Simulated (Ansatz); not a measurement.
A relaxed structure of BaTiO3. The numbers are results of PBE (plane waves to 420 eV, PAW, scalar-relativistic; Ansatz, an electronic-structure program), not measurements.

P4mm (No. 99), tP5; a = b = 3.9852 Å, c = 4.2038 Å, α = β = γ = 90.00°.

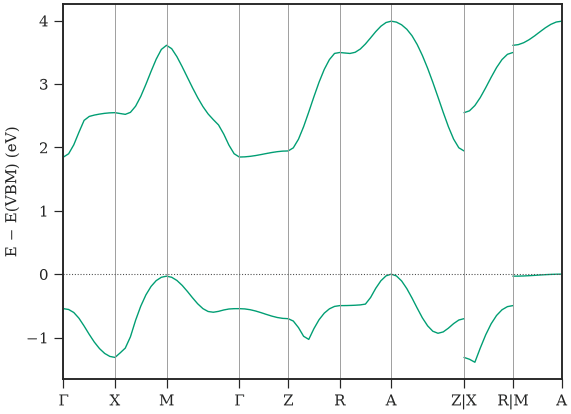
Fig. 1. Highest filled and lowest empty band along the path of this cell's Brillouin zone

Read off the gap and say whether it is direct.

1.85 eV, indirect (valence top at A, conduction bottom at Γ) (no spin-orbit coupling).

How far does the top valence band disperse along this path?

About 1.4 eV.

No spin polarisation in the result.

The run could not lose the symmetry of its start.

It was reached from a disturbed copy of a Pm-3m (No. 221) cell (cubic perovskite type), against which it lies -0.011 eV/atom.

The first start was generated by placing the elements on the sites of a structure type. A measured structure of BaTiO3 has the same space group, P4mm (No. 99); the sites were not compared with it.
